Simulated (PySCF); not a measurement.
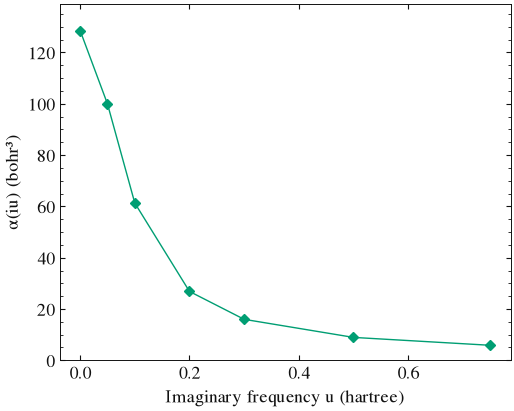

Dipole polarisability at imaginary frequency of Sr⁺ ([Kr] 5s). Coupled response at the TPSSh level; PySCF, dyall-av2z, non-relativistic, unrestricted single determinants, no spin-orbit coupling.

Describe the response.

The static dipole polarisability is 129 bohr³; α(iu) falls to half of it near u = 0.095 hartree. The Casimir–Polder integral gives C₆ = 1240 hartree bohr⁶ for two such species.
